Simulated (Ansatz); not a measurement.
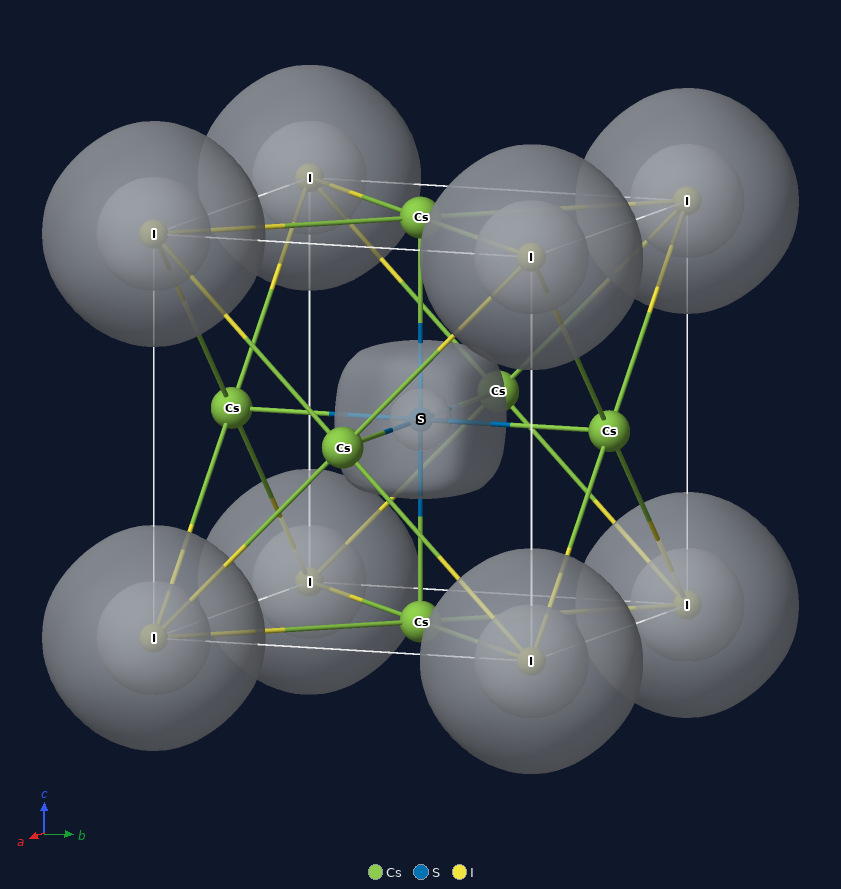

Cs3SI. Isosurface of the ELF at 0.65 (grey), seen slightly off an axis. Only the valence region is drawn (cores and ρ < 0.01 e/Å³ removed). Sticks mark near contacts.

Space group Pm-3m; a structure generated by program, which may or may not match a known phase.

All numbers below come from DFT PBE, scalar-relativistic, plane waves, PAW in Ansatz.

```
Cs S I
1.0
     6.68262    0.00000    0.00000
     0.00000    6.68262    0.00000
     0.00000    0.00000    6.68262
Cs S I
3 1 1
Direct
  0.00000 0.50000 0.50000
  0.50000 0.00000 0.50000
  0.50000 0.50000 0.00000
  0.50000 0.50000 0.50000
  0.00000 0.00000 0.00000
```

What do the ELF domains correspond to?

The ELF exceeds this value in one region wrapped around I (its valence shell) and one region wrapped around S (its valence shell), counted in one cell of 5 atoms. Regions shared between cells count once. Profiles from the grid: Cs–S (3.34 Å): the ELF is about 0.10 at the midpoint: a closed-shell, largely ionic contact. Cs–I (4.73 Å): the ELF peaks at about 0.80 in the valence shell of I, 1.4 Å from its nucleus, and drops to about 0 between the two atoms; a closed-shell, largely ionic contact.
